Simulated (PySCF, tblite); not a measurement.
# C2H6S: changes of charge, electronic excitations, EPR parameters, part 2 of 3

tblite 0.8.0 and PySCF 2.14.0. Atoms count from 0.

## Step 10: Relaxing the molecule at PBE0-D3(BJ)/def2-SVP

This step treats C2H6S+ (doublet), labelled `CC[SH+]` (the label fixes atoms and charge, not where charge and spin sit).

What the job is given:

```
{"job": {"xc": "PBE0", "basis": "def2-SVP", "d3": "d3bj", "grid": 1, "kind": "geom"}, "charge": 1, "multiplicity": 2}
C     -0.732236     0.535934     0.044838
C      0.124235    -0.679317    -0.164790
S      1.857925    -0.551107     0.271199
H     -1.753588     0.319314    -0.263344
H     -0.380238     1.388155    -0.537581
H     -0.758726     0.839810     1.091802
H     -0.259603    -1.549137     0.390639
H      0.106621    -1.014614    -1.213316
H      1.848614     0.731262     0.703127
```

What it wrote:

```text
step   0  E = -477.25900903  max force = 0.007666
step   1  E = -477.26018779  max force = 0.002066
step   2  E = -477.26020501  max force = 0.000379
step   3  E = -477.26020496  max force = 0.000110
optimisation converged
```

Wall time 6.6 s (1 thread of Intel Xeon 6975P-C, shared host).

The steps of the relaxation:

| step | energy from step 0 (eV) | largest force component (eV/Å) |
| --- | --- | --- |
| 0 | 0.0000 | 0.3942 |
| 1 | -0.0321 | 0.1062 |
| 2 | -0.0325 | 0.0195 |
| 3 | -0.0325 | 0.0057 |

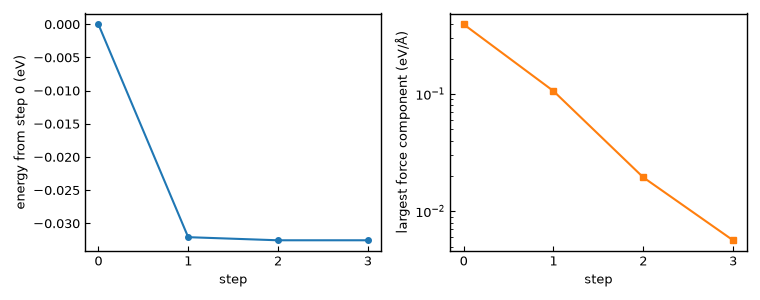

Energy and largest force along the relaxation.

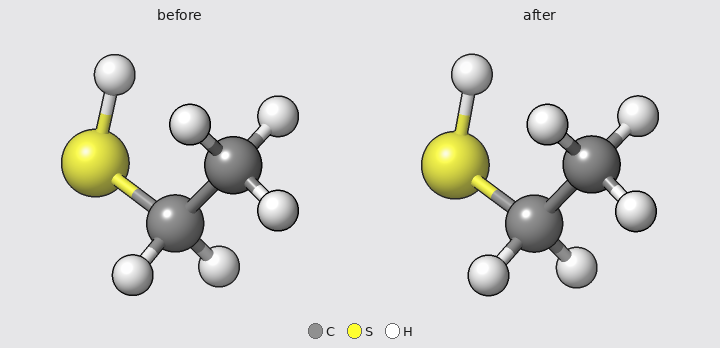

Before and after, at one scale.

Close pairs (by a distance rule), those that changed most:

| bond | before (Å) | after (Å) | change (Å) |
| --- | --- | --- | --- |
| S2–H8 | 1.353 | 1.366 | +0.013 |
| C1–H7 | 1.101 | 1.113 | +0.012 |
| C1–H6 | 1.101 | 1.113 | +0.012 |
| C0–H3 | 1.089 | 1.100 | +0.011 |
| C0–H5 | 1.090 | 1.100 | +0.009 |
| C0–H4 | 1.091 | 1.100 | +0.009 |
| C0–C1 | 1.501 | 1.509 | +0.008 |
| C1–S2 | 1.792 | 1.788 | -0.004 |

The final coordinates are the input of the step that follows.

| at the end point | value |
| --- | --- |
| point group (found at 0.08 Å tolerance) | Cs |
| rotational constants (GHz, main isotopes) | 30.270, 5.317, 4.794 |
| ⟨S²⟩ | 0.754 |

## Step 11: Harmonic vibrations (C2H6S+ (doublet), CC[SH+]): PBE0-D3(BJ)/def2-SVP

What the job is given:

```
{"job": {"xc": "PBE0", "basis": "def2-SVP", "d3": "d3bj", "grid": 2, "kind": "hessian"}, "charge": 1, "multiplicity": 2}
C     -0.739743     0.560735     0.039781
C      0.109227    -0.670020    -0.165580
S      1.836451    -0.581370     0.287570
H     -1.764675     0.328198    -0.284578
H     -0.385732     1.409414    -0.563506
H     -0.786296     0.855900     1.098228
H     -0.250203    -1.564575     0.390943
H      0.143512    -1.024725    -1.220031
H      1.892459     0.705947     0.741213
```

What it wrote:

```text
coarse grid: 7520 points
cycle   1  E = -477.1842481502  dE =  3.906e-01  |g| = 2.090e-01  |ddm| = 1.991e+00
cycle   2  E = -477.1865378144  dE = -2.290e-03  |g| = 2.041e-01  |ddm| = 5.884e-01
cycle   3  E = -477.2118293502  dE = -2.529e-02  |g| = 4.003e-02  |ddm| = 2.821e-01
cycle   4  E = -477.2126556952  dE = -8.263e-04  |g| = 1.705e-02  |ddm| = 5.109e-02
cycle   5  E = -477.2128317212  dE = -1.760e-04  |g| = 4.663e-03  |ddm| = 1.898e-02
cycle   6  E = -477.2128511607  dE = -1.944e-05  |g| = 1.605e-03  |ddm| = 8.594e-03
cycle   7  E = -477.2128544400  dE = -3.279e-06  |g| = 5.909e-04  |ddm| = 3.519e-03
final grid: 66400 points
cycle   8  E = -477.2602071684  dE = -9.308e-06  |g| = 4.810e-03  |ddm| = 1.350e-02
cycle   9  E = -477.2601966166  dE =  1.055e-05  |g| = 6.497e-03  |ddm| = 1.128e-02
cycle  10  E = -477.2602203289  dE = -2.371e-05  |g| = 3.478e-04  |ddm| = 6.615e-03
cycle  11  E = -477.2602203977  dE = -6.881e-08  |g| = 1.130e-04  |ddm| = 4.257e-04
cycle  12  E = -477.2602204096  dE = -1.183e-08  |g| = 4.002e-05  |ddm| = 1.788e-04
cycle  13  E = -477.2602204118  dE = -2.227e-09  |g| = 1.309e-05  |ddm| = 1.014e-04
cycle  14  E = -477.2602204120  dE = -1.662e-10  |g| = 3.813e-06  |ddm| = 3.115e-05
cycle  15  E = -477.2602204120  dE = -2.012e-11  |g| = 8.391e-07  |ddm| = 7.064e-06
converged SCF energy = -477.2602204120

mode    cm-1
  1    -152.5
  2     234.3
  3     323.6
  4     639.7
  5     661.4
  6     869.7
  7     968.1
  8     984.9
  9    1109.7
 10    1195.6
 11    1268.0
 12    1341.7
 13    1400.5
 14    1457.3
 15    1458.7
 16    2623.4
 17    2979.2
 18    3011.0
 19    3073.6
 20    3180.9
 21    3182.1
ZPE 192.095  H(298)-E 207.345  G(298)-E 119.638 kJ/mol  S 294.17 J/(mol K)
```

It took 87 s on 1 thread of Intel Xeon 6975P-C, shared host; peak memory 1.3 GiB.

Zero-point energy 192.09 kJ/mol (xTB gave 184.30). The log holds an imaginary mode, so this geometry is no minimum and the value is not that of one.

## Step 12: Relaxing the molecule at PBE0-D3(BJ)/def2-SVP

This step treats C2H6S+ (doublet), labelled `CC[SH+]` (the label fixes atoms and charge, not where charge and spin sit).

What the job is given:

```
{"job": {"xc": "PBE0", "basis": "def2-SVP", "d3": "d3bj", "grid": 1, "kind": "geom"}, "charge": 1, "multiplicity": 2}
C     -0.738665     0.562211     0.035395
C      0.108277    -0.671356    -0.161661
S      1.837652    -0.579692     0.282652
H     -1.766200     0.326090    -0.278167
H     -0.388219     1.402713    -0.581205
H     -0.777570     0.871097     1.090515
H     -0.248384    -1.553731     0.419872
H      0.131372    -1.049618    -1.206611
H      1.858464     0.658702     0.879460
```

What it wrote:

```text
step   0  E = -477.26021316  max force = 0.003916
step   1  E = -477.25803002  max force = 0.037176
step   2  E = -477.25957440  max force = 0.018087
step   3  E = -477.26001783  max force = 0.009247
step   4  E = -477.26016931  max force = 0.004719
step   5  E = -477.26022749  max force = 0.000522
step   6  E = -477.26023222  max force = 0.000257
optimisation converged
```

Wall time 12 s (1 thread of Intel Xeon 6975P-C, shared host); peak memory 0.51 GiB.

Step by step: (the energy doesn't fall at every step)

| step | energy from step 0 (eV) | largest force component (eV/Å) |
| --- | --- | --- |
| 0 | 0.0000 | 0.2014 |
| 1 | 0.0594 | 1.9117 |
| 2 | 0.0174 | 0.9301 |
| 3 | 0.0053 | 0.4755 |
| 4 | 0.0012 | 0.2427 |
| 5 | -0.0004 | 0.0268 |
| 6 | -0.0005 | 0.0132 |

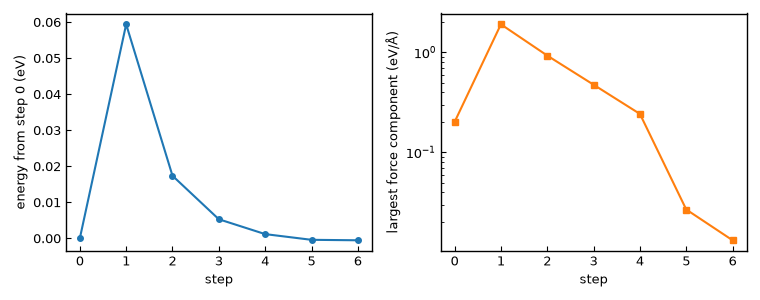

Energy and largest force along the relaxation.

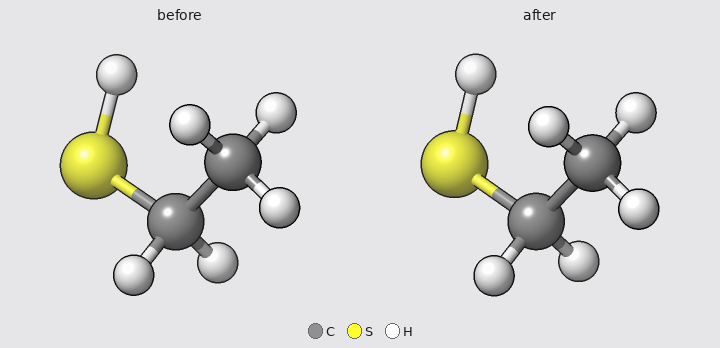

The geometry before (left) and after (right).

Distances of close pairs at the start and the end, largest changes first:

| bond | before (Å) | after (Å) | change (Å) |
| --- | --- | --- | --- |
| S2–H8 | 1.375 | 1.366 | -0.008 |
| C1–H6 | 1.115 | 1.115 | -0.001 |
| C0–H5 | 1.100 | 1.100 | -0.000 |
| C0–C1 | 1.509 | 1.509 | +0.000 |
| C0–H4 | 1.100 | 1.100 | -0.000 |
| C1–S2 | 1.788 | 1.788 | -0.000 |
| C1–H7 | 1.112 | 1.111 | -0.000 |
| C0–H3 | 1.100 | 1.100 | -0.000 |

The final coordinates are the input of the step that follows.

| at the end point | value |
| --- | --- |
| point group (found at 0.08 Å tolerance) | C1 |
| rotational constants (GHz, main isotopes) | 30.254, 5.318, 4.796 |
| ⟨S²⟩ | 0.754 |

## Step 13: Harmonic vibrations (C₂H₆S+ (doublet), CC[SH+]): PBE0-D3(BJ)/def2-SVP

What the job is given:

```
{"job": {"xc": "PBE0", "basis": "def2-SVP", "d3": "d3bj", "grid": 2, "kind": "hessian"}, "charge": 1, "multiplicity": 2}
C     -0.740982     0.558797     0.022277
C      0.110723    -0.676294    -0.143172
S      1.837763    -0.567787     0.305970
H     -1.765180     0.313500    -0.295101
H     -0.387648     1.387609    -0.608147
H     -0.789516     0.888643     1.070453
H     -0.245641    -1.547466     0.453863
H      0.140904    -1.074204    -1.180543
H      1.856293     0.683609     0.854544
```

What it wrote:

```text
coarse grid: 7520 points
cycle   1  E = -477.1842497320  dE =  3.904e-01  |g| = 2.091e-01  |ddm| = 1.991e+00
cycle   2  E = -477.1864969400  dE = -2.247e-03  |g| = 2.044e-01  |ddm| = 5.886e-01
cycle   3  E = -477.2118610581  dE = -2.536e-02  |g| = 4.013e-02  |ddm| = 2.824e-01
cycle   4  E = -477.2126919074  dE = -8.308e-04  |g| = 1.703e-02  |ddm| = 5.114e-02
cycle   5  E = -477.2128676628  dE = -1.758e-04  |g| = 4.670e-03  |ddm| = 1.899e-02
cycle   6  E = -477.2128871023  dE = -1.944e-05  |g| = 1.610e-03  |ddm| = 8.588e-03
cycle   7  E = -477.2128904031  dE = -3.301e-06  |g| = 5.888e-04  |ddm| = 3.534e-03
final grid: 66400 points
cycle   8  E = -477.2602432251  dE = -9.152e-06  |g| = 4.818e-03  |ddm| = 1.344e-02
cycle   9  E = -477.2602326459  dE =  1.058e-05  |g| = 6.509e-03  |ddm| = 1.130e-02
cycle  10  E = -477.2602564470  dE = -2.380e-05  |g| = 3.493e-04  |ddm| = 6.629e-03
cycle  11  E = -477.2602565166  dE = -6.960e-08  |g| = 1.130e-04  |ddm| = 4.282e-04
cycle  12  E = -477.2602565286  dE = -1.198e-08  |g| = 4.037e-05  |ddm| = 1.805e-04
cycle  13  E = -477.2602565309  dE = -2.279e-09  |g| = 1.321e-05  |ddm| = 1.027e-04
cycle  14  E = -477.2602565311  dE = -1.779e-10  |g| = 3.906e-06  |ddm| = 3.171e-05
cycle  15  E = -477.2602565311  dE = -1.273e-11  |g| = 8.968e-07  |ddm| = 7.540e-06
converged SCF energy = -477.2602565311

mode    cm-1
  1    -137.0
  2     234.3
  3     323.1
  4     639.6
  5     662.0
  6     870.4
  7     966.4
  8     986.9
  9    1109.4
 10    1193.8
 11    1270.4
 12    1341.9
 13    1400.2
 14    1457.2
 15    1458.5
 16    2620.5
 17    2970.4
 18    3021.4
 19    3073.6
 20    3180.2
 21    3182.8
ZPE 191.999  H(298)-E 207.321  G(298)-E 119.401 kJ/mol  S 294.89 J/(mol K)
```

Run time: 82 s. Hardware: 1 thread of Intel Xeon 6975P-C, shared host; peak memory 1.4 GiB.

Zero-point energy 192.00 kJ/mol (xTB gave 184.30). The log holds an imaginary mode, so this geometry is no minimum and the value is not that of one.

## Step 14: Single point (C2H6S): wB97X-D3(BJ)/ma-def2-TZVP

Geometry: PBE0-D3(BJ)/def2-SVP, that of another charge or spin state.

The job, as its differences from that of step 13:

```diff
@@ -1,2 +1,2 @@
-{"job": {"xc": "PBE0", "basis": "def2-SVP", "d3": "d3bj", "grid": 2, "kind": "hessian"}, "charge": 1, "multiplicity": 2}
+{"job": {"kind": "sp", "xc": "wB97X", "basis": "ma-def2-TZVP", "d3": "d3bj", "grid": 2}, "charge": 0, "multiplicity": 1}
 C     -0.740982     0.558797     0.022277
```

What it wrote:

```text
coarse grid: 7520 points
cycle   1  E = -478.0971383492  dE =  1.381e-01  |g| = 2.331e-01  |ddm| = 1.915e+00
cycle   2  E = -478.1127580090  dE = -1.562e-02  |g| = 1.403e-01  |ddm| = 4.004e-01
cycle   3  E = -478.1171655554  dE = -4.408e-03  |g| = 3.063e-02  |ddm| = 1.283e-01
cycle   4  E = -478.1174384699  dE = -2.729e-04  |g| = 1.032e-02  |ddm| = 3.832e-02
cycle   5  E = -478.1174770632  dE = -3.859e-05  |g| = 3.240e-03  |ddm| = 1.807e-02
cycle   6  E = -478.1174811460  dE = -4.083e-06  |g| = 7.028e-04  |ddm| = 7.220e-03
final grid: 66400 points
cycle   7  E = -478.1144254628  dE = -2.426e-05  |g| = 2.719e-03  |ddm| = 2.218e-02
cycle   8  E = -478.1144263405  dE = -8.777e-07  |g| = 2.111e-03  |ddm| = 3.303e-03
cycle   9  E = -478.1144272993  dE = -9.588e-07  |g| = 1.738e-04  |ddm| = 1.435e-03
cycle  10  E = -478.1144273136  dE = -1.429e-08  |g| = 9.235e-05  |ddm| = 4.079e-04
cycle  11  E = -478.1144273162  dE = -2.544e-09  |g| = 1.950e-05  |ddm| = 1.122e-04
converged SCF energy = -478.1144273162
```

It took 2.8 s on 1 thread of Intel Xeon 6975P-C, shared host; peak memory 0.61 GiB.

## Step 15: Single point (C₂H₆S+ (doublet), CC[SH+]): wB97X-D3(BJ)/ma-def2-TZVP

Geometry: PBE0-D3(BJ)/def2-SVP.

The job, as its differences from that of step 14:

```diff
@@ -1,2 +1,2 @@
-{"job": {"kind": "sp", "xc": "wB97X", "basis": "ma-def2-TZVP", "d3": "d3bj", "grid": 2}, "charge": 0, "multiplicity": 1}
+{"job": {"kind": "sp", "xc": "wB97X", "basis": "ma-def2-TZVP", "d3": "d3bj", "grid": 2}, "charge": 1, "multiplicity": 2}
 C     -0.740982     0.558797     0.022277
```

What it wrote:

```text
final grid: 66400 points
cycle   1  E = -477.7682384799  dE = -3.745e-02  |g| = 1.536e-01  |ddm| = 4.635e-01
cycle   2  E = -477.7751618866  dE = -6.923e-03  |g| = 9.240e-02  |ddm| = 2.281e-01
cycle   3  E = -477.7779571766  dE = -2.795e-03  |g| = 7.831e-03  |ddm| = 7.090e-02
cycle   4  E = -477.7780320196  dE = -7.484e-05  |g| = 4.491e-03  |ddm| = 1.101e-02
cycle   5  E = -477.7780649010  dE = -3.288e-05  |g| = 1.784e-03  |ddm| = 7.521e-03
cycle   6  E = -477.7780757501  dE = -1.085e-05  |g| = 7.795e-04  |ddm| = 4.503e-03
cycle   7  E = -477.7780776036  dE = -1.853e-06  |g| = 3.521e-04  |ddm| = 1.983e-03
cycle   8  E = -477.7780778835  dE = -2.799e-07  |g| = 7.468e-05  |ddm| = 8.884e-04
cycle   9  E = -477.7780778966  dE = -1.313e-08  |g| = 2.198e-05  |ddm| = 2.181e-04
cycle  10  E = -477.7780778976  dE = -9.585e-10  |g| = 9.974e-06  |ddm| = 4.955e-05
converged SCF energy = -477.7780778976
```

Wall time 5.7 s (1 thread of Intel Xeon 6975P-C, shared host); peak memory 0.64 GiB.

## Step 16: Single point (C2H6S): wB97X-D3(BJ)/ma-def2-TZVP in dichloromethane

Geometry: PBE0-D3(BJ)/def2-SVP.

What the job is given:

```
{"job": {"kind": "sp", "xc": "wB97X", "basis": "ma-def2-TZVP", "d3": "d3bj", "grid": 2, "solvent": "dichloromethane"}, "charge": 0, "multiplicity": 1}
C     -0.811022     0.518531     0.106755
C      0.123180    -0.656319    -0.105887
S      1.738079    -0.488246     0.718520
H     -1.787522     0.331432    -0.368864
H     -0.397305     1.440385    -0.331302
H     -0.975418     0.702397     1.178692
H     -0.299975    -1.576727     0.326197
H      0.282140    -0.857554    -1.176552
H      2.153724     0.594414     0.025375
```

What it wrote:

```text
final grid: 66400 points
cycle   1  E = -478.1249676926  dE = -4.691e-04  |g| = 1.080e-02  |ddm| = 2.164e-01
cycle   2  E = -478.1250223429  dE = -5.465e-05  |g| = 5.908e-03  |ddm| = 6.254e-02
cycle   3  E = -478.1250328078  dE = -1.046e-05  |g| = 2.013e-03  |ddm| = 1.704e-02
cycle   4  E = -478.1250356581  dE = -2.850e-06  |g| = 6.217e-04  |ddm| = 1.478e-02
cycle   5  E = -478.1250358741  dE = -2.161e-07  |g| = 1.755e-04  |ddm| = 2.880e-03
cycle   6  E = -478.1250358871  dE = -1.298e-08  |g| = 3.320e-05  |ddm| = 3.766e-04
cycle   7  E = -478.1250358881  dE = -9.450e-10  |g| = 7.008e-06  |ddm| = 2.735e-04
converged SCF energy = -478.1250358881
```

It took 2.8 s on 1 thread of Intel Xeon 6975P-C, shared host; peak memory 0.63 GiB.

## Step 17: Single point (C2H6S+ (doublet), CC[SH+]): wB97X-D3(BJ)/ma-def2-TZVP in dichloromethane

Geometry: PBE0-D3(BJ)/def2-SVP.

What the job is given:

```
{"job": {"kind": "sp", "xc": "wB97X", "basis": "ma-def2-TZVP", "d3": "d3bj", "grid": 2, "solvent": "dichloromethane"}, "charge": 1, "multiplicity": 2}
C     -0.740982     0.558797     0.022277
C      0.110723    -0.676294    -0.143172
S      1.837763    -0.567787     0.305970
H     -1.765180     0.313500    -0.295101
H     -0.387648     1.387609    -0.608147
H     -0.789516     0.888643     1.070453
H     -0.245641    -1.547466     0.453863
H      0.140904    -1.074204    -1.180543
H      1.856293     0.683609     0.854544
```

What it wrote:

```text
final grid: 66400 points
cycle   1  E = -477.8697755224  dE = -8.319e-04  |g| = 9.092e-03  |ddm| = 9.114e-02
cycle   2  E = -477.8698472702  dE = -7.175e-05  |g| = 4.320e-03  |ddm| = 2.640e-02
cycle   3  E = -477.8698594407  dE = -1.217e-05  |g| = 1.587e-03  |ddm| = 6.043e-03
cycle   4  E = -477.8698626436  dE = -3.203e-06  |g| = 6.282e-04  |ddm| = 4.338e-03
cycle   5  E = -477.8698631068  dE = -4.632e-07  |g| = 1.825e-04  |ddm| = 1.177e-03
cycle   6  E = -477.8698632280  dE = -1.213e-07  |g| = 9.601e-05  |ddm| = 5.004e-04
cycle   7  E = -477.8698632631  dE = -3.507e-08  |g| = 2.823e-05  |ddm| = 3.043e-04
cycle   8  E = -477.8698632665  dE = -3.395e-09  |g| = 9.527e-06  |ddm| = 1.150e-04
converged SCF energy = -477.8698632665
```

It took 4.5 s on 1 thread of Intel Xeon 6975P-C, shared host; peak memory 0.65 GiB.

## Step 18: Changes of charge: wB97X-D3(BJ)/ma-def2-TZVP

This step combines the energies above: geometries from PBE0-D3(BJ)/def2-SVP, zero-point and thermal terms from PBE0-D3(BJ)/def2-SVP.

What the job is given:

```
{"job": {"kind": "rx", "dirs": [1], "geom": {"xc": "PBE0", "basis": "def2-SVP", "d3": "d3bj", "grid": 1}, "hess": 1, "level": {"xc": "wB97X", "basis": "ma-def2-TZVP", "d3": "d3bj", "solvents": ["dichloromethane"]}}, "charge": 0, "multiplicity": 1}
C     -0.811022     0.518531     0.106755
C      0.123180    -0.656319    -0.105887
S      1.738079    -0.488246     0.718520
H     -1.787522     0.331432    -0.368864
H     -0.397305     1.440385    -0.331302
H     -0.975418     0.702397     1.178692
H     -0.299975    -1.576727     0.326197
H      0.282140    -0.857554    -1.176552
H      2.153724     0.594414     0.025375
```

Output (the driver's rows laid out field by field):

```text
ionisation and electron attachment, wB97X-D3(BJ)/ma-def2-TZVP // PBE0-D3(BJ)/def2-SVP

row 1
  change                  oxidation
  charge                  1
  multiplicity            2
  vertical_ev             9.3562
  vertical_s2             0.755
  formula                 C2H6S
  smiles                  CC[SH+]
  kept                    yes
  pieces                  1
  point_group             C1
  faults                  imaginary_mode
  adiabatic_electronic_ev 9.3234
  adiabatic_ev            9.2709
  free_energy_ev          9.2435
  s2                      0.755
  bonds_moved             1 2 1.821 1.788; 2 8 1.351 1.366; 1 6 1.101 1.115; 1 7 1.101 1.111
  spin_on                 2 S 0.936
  charge_moved            2 S 0.693; 8 H 0.089
  vertical_back_ev        9.1525
  relaxation_parent_ev    0.1708
  relaxation_ion_ev       0.0329
  reorganisation_ev       0.2037
  solution                solvent dichloromethane, absolute_potential_v 6.8638, solvation_parent_kj -11.37, solvation_ion_kj -240.98
```

Wall time 4.3 min (1 thread of Intel Xeon 6975P-C, shared host); peak memory 0.65 GiB.

Energy taken up on oxidation, or given off on reduction (eV; adiabatic with zero-point energy):

| change | product | vertical | adiabatic | free energy | reorganisation | ⟨S²⟩ |
| --- | --- | --- | --- | --- | --- | --- |
| oxidation (multiplicity 2) | CC[SH+] | 9.36 | 9.27 | 9.24 | 0.20 | 0.76 |

On oxidation to multiplicity 2 charge changes most on S2 (+0.69 e), H8 (+0.09 e); the spin sits on S2 (0.94); the bond C1–S2 goes from 1.821 to 1.788 Å; the absolute potential is 6.86 V in dichloromethane.

The driver flags rows whose values are rough: an imaginary mode (oxidation).

## Step 19: Electronic excitations: TDDFT CAM-B3LYP/def2-SVPD

What the job is given:

```
{"job": {"kind": "uv", "xc": "CAM-B3LYP", "basis": "def2-SVPD", "nstates": 6, "ntriplets": 0}, "charge": 0, "multiplicity": 1}
C     -0.811022     0.518531     0.106755
C      0.123180    -0.656319    -0.105887
S      1.738079    -0.488246     0.718520
H     -1.787522     0.331432    -0.368864
H     -0.397305     1.440385    -0.331302
H     -0.975418     0.702397     1.178692
H     -0.299975    -1.576727     0.326197
H      0.282140    -0.857554    -1.176552
H      2.153724     0.594414     0.025375
```

Method: TDDFT CAM-B3LYP/def2-SVPD, vertical, gas phase, core orbitals frozen in the response.

What it wrote:

```text
coarse grid: 7520 points
cycle   1  E = -477.7295983933  dE =  6.120e-02  |g| = 2.127e-01  |ddm| = 3.282e+00
cycle   2  E = -477.7399722442  dE = -1.037e-02  |g| = 1.485e-01  |ddm| = 5.664e-01
cycle   3  E = -477.7458832599  dE = -5.911e-03  |g| = 1.822e-02  |ddm| = 2.407e-01
cycle   4  E = -477.7459792593  dE = -9.600e-05  |g| = 8.134e-03  |ddm| = 3.888e-02
cycle   5  E = -477.7459968986  dE = -1.764e-05  |g| = 2.048e-03  |ddm| = 1.571e-02
cycle   6  E = -477.7459982544  dE = -1.356e-06  |g| = 6.255e-04  |ddm| = 3.962e-03
final grid: 66400 points
cycle   7  E = -477.7980091500  dE = -1.327e-05  |g| = 2.575e-03  |ddm| = 3.032e-02
cycle   8  E = -477.7980091941  dE = -4.411e-08  |g| = 2.581e-03  |ddm| = 7.201e-03
cycle   9  E = -477.7980109264  dE = -1.732e-06  |g| = 1.387e-04  |ddm| = 3.017e-03
cycle  10  E = -477.7980109313  dE = -4.947e-09  |g| = 8.889e-05  |ddm| = 3.494e-04
cycle  11  E = -477.7980109334  dE = -2.080e-09  |g| = 1.032e-05  |ddm| = 1.433e-04
cycle  12  E = -477.7980109335  dE = -4.923e-11  |g| = 3.595e-06  |ddm| = 2.550e-05
converged SCF energy = -477.7980109335

Static polarisability (au): isotropic 48.621, principal 43.383 45.805 56.674

Singlet excitations
state   eV       nm        f      main configurations
  1   5.4739    226.5   0.00765   H->L 0.76
  2   6.2214    199.3   0.03183   H->L+1 0.85
  3   7.1385    173.7   0.02306   H->L+2 0.65, H->L+3 0.11
  4   7.3974    167.6   0.03524   H->L+4 0.62, H->L+3 0.12, H->L+2 0.10
  5   7.6246    162.6   0.00776   H->L+3 0.66, H->L+2 0.12, H->L+4 0.12
  6   8.1891    151.4   0.01891   H-1->L 0.81
```

It took 4.2 s on 1 thread of Intel Xeon 6975P-C, shared host; peak memory 0.56 GiB.

The orbitals next to the gap, with their largest atomic shares:

| orbital | eV | atoms |
| --- | --- | --- |
| HOMO−3 | -12.07 | C0 31 %, C1 18 %, H5 18 % |
| HOMO−2 | -11.43 | C1 26 %, C0 22 %, H6 15 % |
| HOMO−1 | -10.52 | S2 56 %, C1 17 %, C0 9 % |
| HOMO | -8.19 | S2 76 %, C1 10 %, H8 6 % |
| LUMO | 0.98 | S2 45 %, H8 13 %, C0 11 % |
| LUMO+1 | 1.42 | S2 75 %, H8 10 %, C1 6 % |
| LUMO+2 | 2.00 | S2 58 %, C0 10 %, H3 8 % |

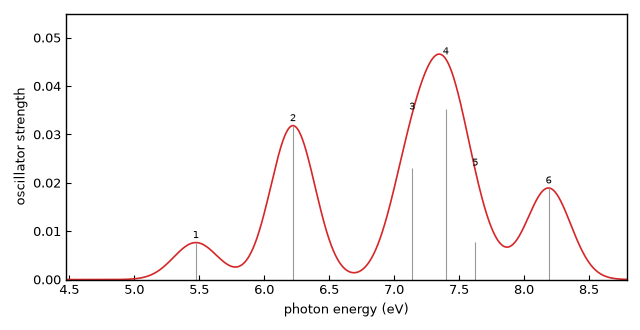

Absorption spectrum from the 6 singlet states computed; above the last one it falls off for lack of states. Lines are broadened to a width of 0.40 eV (Gaussian).

Ground-state properties from the same run:

| property | computed |
| --- | --- |
| dipole moment (D) | 1.71 |
| polarisability (Å³) | 7.20 |
| HOMO–LUMO gap (eV) | 9.17 |
| −ε(HOMO) (eV) | 8.19 |

(Continued in part 3 of 3.)
